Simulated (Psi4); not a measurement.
# C3HF3 (3,3,3-trifluoroprop-1-yne) at TPSSh/cc-pVDZ

Aim: the vertical ionisation energy of C3HF3 (3,3,3-trifluoroprop-1-yne) at TPSSh/cc-pVDZ, from 2 runs. 

Program for the calculation: Psi4 1.11.

## (1) The system as given

C3HF3: 7 atoms, total charge 0, spin state singlet. As SMILES, `C#CC(F)(F)F`. Geometry: relaxed at PBE0-D4/def2-TZVP.

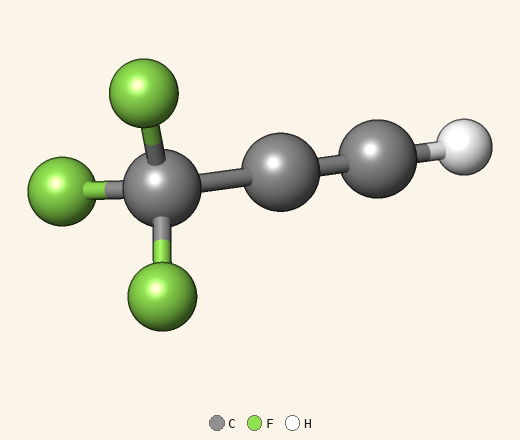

The structure, seen from a chosen angle (carbon grey, fluorine green, hydrogen white).

## (2) The energy at TPSSh/cc-pVDZ

c3hf3.py reads:

```python
import psi4

psi4.set_memory(2200000000)
psi4.set_num_threads(1)
psi4.core.set_output_file('psi4.out', False)

geom = psi4.geometry("""
C      1.240120    -1.224310     0.056870
C      0.389860    -0.384860     0.017830
C     -0.649470     0.641190    -0.029790
F     -1.829820     0.117340    -0.368360
F     -0.353670     1.586810    -0.924540
F     -0.794980     1.236310     1.156350
H      1.997970    -1.972480     0.091640
symmetry c1
no_reorient
no_com
""")

psi4.set_options({
    'reference': 'rks',
    'puream': True,
    'e_convergence': 1e-09,
    'd_convergence': 1e-08,
    'scf_type': 'pk',
    'dft_radial_points': 99,
    'dft_spherical_points': 590,
})

result, w = psi4.energy('tpssh/cc-pVDZ', molecule=geom, return_wfn=True)
print(f'total energy {result:.8f} hartree = {result * 27.211386:.5f} eV')
```

The run is started by

```
$ python c3hf3.py
```

psi4.out:

```text
[...]
  Running in c1 symmetry.
[...]
  Nuclear repulsion =  231.021486174478355
[...]
  Multiplicity = 1
[...]
  Nalpha       = 23
  Nbeta        = 23
[...]
    Number of basis functions: 89
[...]
   @RKS iter   1:  -414.20936157611902   -2.25644e-01   6.78130e-03 ADIIS/DIIS
[...]
   @RKS iter  11:  -414.38932685524026   -5.68434e-13   7.47399e-10 DIIS
[...]
    Orbital Energies [Eh]
    ---------------------
    Doubly Occupied:
       1A    -24.650654     2A    -24.650635     3A    -24.650634
       4A    -10.389620     5A    -10.164482     6A    -10.155949
       7A     -1.299776     8A     -1.208816     9A     -1.208815
      10A     -0.788735    11A     -0.705331    12A     -0.610488
      13A     -0.574970    14A     -0.574969    15A     -0.531699
      16A     -0.443655    17A     -0.443654    18A     -0.407164
      19A     -0.407163    20A     -0.395423    21A     -0.382138
      22A     -0.305465    23A     -0.305464
[...]
  @RKS Final Energy:  -414.38932685524026
   => Energetics <=
    Nuclear Repulsion Energy =            231.0214861744783548
    One-Electron Energy =               -1030.5871180997610281
    Two-Electron Energy =                 428.6151900648129072
    DFT Exchange-Correlation Energy =     -43.4388849947704685
    Empirical Dispersion Energy =           0.0000000000000000
    VV10 Nonlocal Energy =                  0.0000000000000000
    Total Energy =                       -414.3893268552402560
[...]
 Multipole Moments:
 ------------------------------------------------------------------------------------
     Multipole            Electronic (a.u.)      Nuclear  (a.u.)        Total (a.u.)
 ------------------------------------------------------------------------------------
 L = 1.  Multiply by 2.5417464519 to convert [e a0] to [Debye]
 Dipole X            :         36.3547566          -35.7634449            0.5913118
 Dipole Y            :        -35.8909860           35.3072272           -0.5837588
 Dipole Z            :          1.6671190           -1.6399988            0.0271201
 Magnitude           :                                                    0.8313600
[...]
```

On the terminal:

```text
total energy -414.38932686 hartree = -11276.10793 eV
```

Run time: 24 s. Hardware: 1 thread of AMD EPYC 9R45 (Zen 5), shared host; peak memory 1.4 GiB.

## (3) The doublet cation: energy and gradient at UTPSSh/cc-pVDZ

input.inp reads:

```
memory 2.2 GB

molecule mol {
  1 2
  C      1.240120    -1.224310     0.056870
  C      0.389860    -0.384860     0.017830
  C     -0.649470     0.641190    -0.029790
  F     -1.829820     0.117340    -0.368360
  F     -0.353670     1.586810    -0.924540
  F     -0.794980     1.236310     1.156350
  H      1.997970    -1.972480     0.091640
  symmetry c1
}

set {
  basis cc-pVDZ
  reference uks
  puream true
  e_convergence 1e-09
  d_convergence 1e-08
  scf_type pk
  dft_radial_points 99
  dft_spherical_points 590
  maxiter 100
}

energy_value, wavefunction = gradient('tpssh', return_wfn=True)
```

The run is started by

```
$ psi4 -n 1 input.inp input.out
```

input.out (excerpt; [...] marks lines left out):

```text
[...]
  Running in c1 symmetry.
[...]
  Nuclear repulsion =  231.021486174478355
[...]
  Multiplicity = 2
[...]
  Nalpha       = 23
  Nbeta        = 22
[...]
    Number of basis functions: 89
[...]
   @UKS iter   1:  -413.68033436566429    3.03383e-01   6.41830e-03 ADIIS/DIIS
[...]
   @UKS iter  37:  -413.96122128113751   -4.98233e-10   4.63195e-09 DIIS
[...]
   @S^2 Observed:                7.524237203E-01
[...]
  @UKS Final Energy:  -413.96122128113751
   => Energetics <=
    Nuclear Repulsion Energy =            231.0214861744783548
    One-Electron Energy =               -1018.7757985097255187
    Two-Electron Energy =                 416.8967323376879222
    DFT Exchange-Correlation Energy =     -43.1036412835782556
    Empirical Dispersion Energy =           0.0000000000000000
    VV10 Nonlocal Energy =                  0.0000000000000000
    Total Energy =                       -413.9612212811375116
  UHF NO Occupations:
  HONO-2 :   21  A 1.9996675
  HONO-1 :   22  A 1.9994973
[...]
 Multipole Moments:
 ------------------------------------------------------------------------------------
     Multipole            Electronic (a.u.)      Nuclear  (a.u.)        Total (a.u.)
 ------------------------------------------------------------------------------------
 L = 1.  Multiply by 2.5417464519 to convert [e a0] to [Debye]
 Dipole X            :         -1.4863961            3.8209523            2.3345562
 Dipole Y            :          1.4848551           -3.7721937           -2.2873386
 Dipole Z            :         -0.0213909            0.1752039            0.1538130
 Magnitude           :                                                    3.2719610
[...]
  -Total Gradient:
     Atom            X                  Y                   Z
    ------   -----------------  -----------------  -----------------
       1       -0.074958168570     0.073947200226    -0.003593662167
       2        0.075965193241    -0.076344924737    -0.000132832056
       3        0.041067181073    -0.037214311524     0.010837147312
       4       -0.007571251118     0.010502010939    -0.000062230254
       5       -0.010269643678     0.007791418868     0.000927511436
       6       -0.012200661112     0.009480450832    -0.007379287074
       7       -0.012033935469     0.011867152142    -0.000588091482
[...]
```

Wall time 2 min (1 thread of AMD EPYC 9R45 (Zen 5), shared host); peak memory 1.4 GiB.

## (4) Summary of results

Level: TPSSh/cc-pVDZ.

| quantity | value |
| --- | --- |
| singlet C3HF3: total energy | -414.38933 Eh |
| singlet C3HF3: dipole moment | 2.11 D |
| singlet C3HF3: HOMO energy | -8.31 eV |
| singlet C3HF3: LUMO energy | -0.36 eV |
| singlet C3HF3: HOMO–LUMO gap | 7.95 eV |
| doublet cation: total energy | -413.96122 Eh |
| doublet cation: HOMO energy (highest over α and β) | -16.31 eV |
| doublet cation: LUMO energy (lowest over α and β) | -14.86 eV |
| doublet cation: ⟨S²⟩ | 0.752 |
| doublet cation: largest force on an atom | 5.538 eV/Å |
| vertical ionisation energy (to the doublet cation) | 11.649 eV |

The vertical ionisation energy comes to 11.65 eV (269 kcal/mol). The negative HOMO energy of the first species, 8.31 eV, lies 3.34 eV below that difference. With no_com the log's rotational constants are taken about the origin, not the centre of mass, so they aren't the molecule's.
